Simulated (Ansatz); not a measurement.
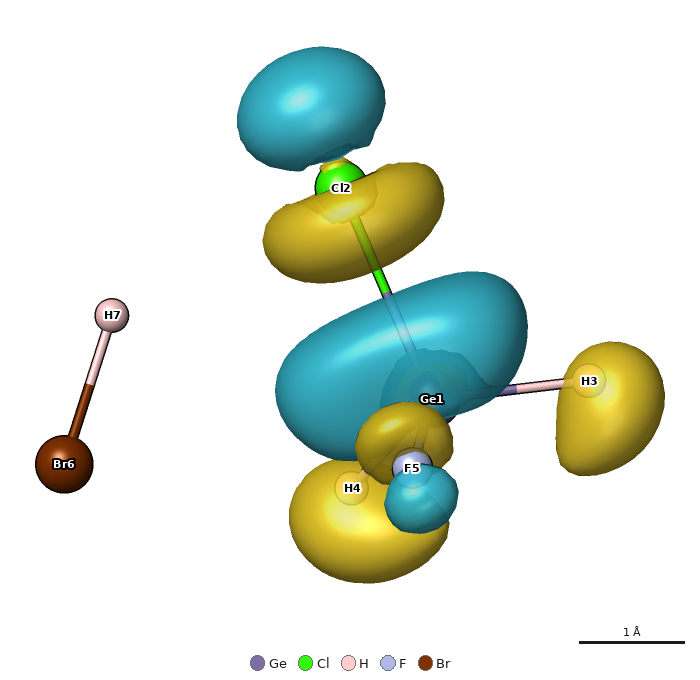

The picture shows: ClFGeH2···HBr. The LUMO at ±0.15 Å⁻³ᐟ² (yellow and cyan are the two phases), seen across its widest extent.

Not at a stationary point (largest force 1.4 eV/Å).

All numbers below come from Ansatz 0.2.0, RKS B3LYP/def2-SVP.

Input

```
crystal:
  periodic: [false, false, false]
  atoms:
    - { symbol: Ge, position_ang: [0.0, 0.0, 0.0] }
    - { symbol: Cl, position_ang: [0.0, 0.0, 2.57] }
    - { symbol: H, position_ang: [1.4616, 0.0, -0.5162] }
    - { symbol: H, position_ang: [-0.73, 1.2648, -0.5162] }
    - { symbol: F, position_ang: [-0.7913, -1.3709, -0.5594] }
    - { symbol: Br, position_ang: [-2.5623, 0.0, 0.8514] }
    - { symbol: H, position_ang: [-1.4556, 0.0, 2.1355] }
basis:
  gaussian: { orbitals: def2-SVP }
hamiltonian:
  xc: b3lyp
relax:
  f_tol: 0.15
  max_steps: 25
  restrain:
    - { distance: [0, 5], at: 3.6, k: 30.0 }
    - { distance: [6, 1], at: 2.57, k: 30.0 }
    - { distance: [0, 1], at: 2.22, k: 30.0 }
    - { distance: [6, 5], at: 1.55, k: 30.0 }
output:
  orbitals: {}
```

Command:

```sh
ansatz run input.yaml --threads 4 --pin off --max-ram 5120MiB --backend cpu --events-out ev --progress --plain --runs-dir out
```

The fields are those of the run's last geometry, not of the input's.

Where does this orbital lie, and at what energy?

Answer. It lies mainly on Ge1 (about 45 %), Cl2 (about 30 %), H4 (about 10 %), H3 (about 10 %) and F5 (about 5 %). Its energy is −0.72 eV.
